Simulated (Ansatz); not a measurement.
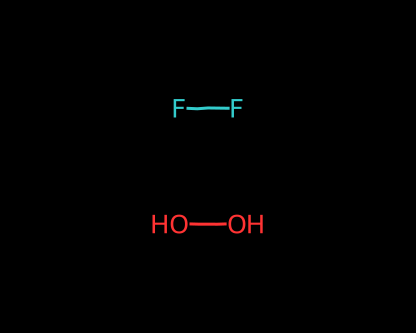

Structural formula above. Computed geometry: PBE0-D4/def2-TZVP optimisation.

Describe the 3D structure.

Formula F₂H₂O₂. Its SMILES string is `FF.OO`. Judged by distances it falls into 2 fragments: F2, H2O2. It has no ring. This geometry has C1 symmetry. Coordination: 2 O bent.

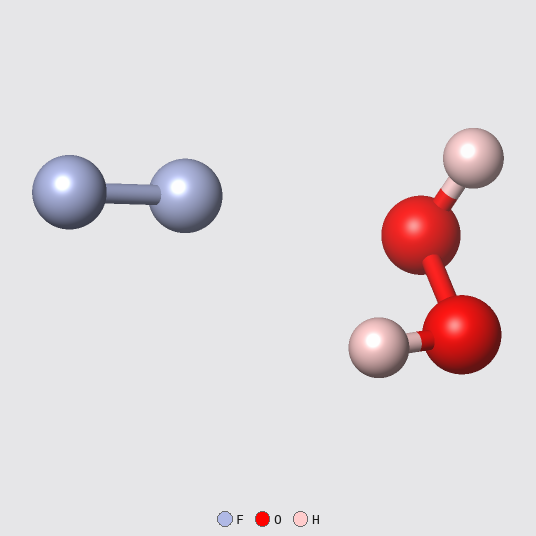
